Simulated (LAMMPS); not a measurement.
Consider a melt made from TiO2 (anatase), 600 atoms, at 2730 K and 0 GPa, brought to that temperature within a few picoseconds in molecular dynamics.

Model: classical MD, Buckingham potential of Matsui and Akaogi, Mol. Simul. 6, 239 (1991), as tabulated by Reinhardt, J. Chem. Phys. 151, 064505 (2019), used with rigid ions (no shells), PPPM sums, short-range terms cut at 10 Å, modified for these runs by an r^-4 repulsive force inside the short-range force's maximum; code LAMMPS.

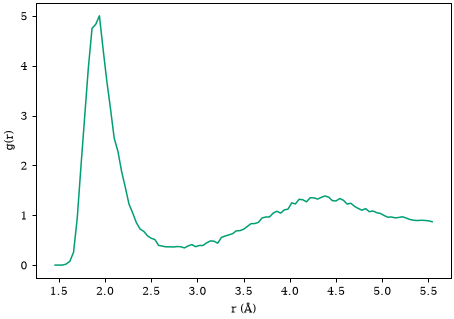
Figure. g(r) against r (Å)

Main features:
- state found: liquid
- first peak of g(r), O-Ti: 1.91 Å, height 5.0
- coordination number of O by Ti: 2.90 (counted to 2.74 Å)
- coordination number of Ti by O: 5.80 (counted to 2.74 Å)

Caution: a run this short can hold a crystal over, or a liquid under, the potential's own melting point, which these runs don't give.
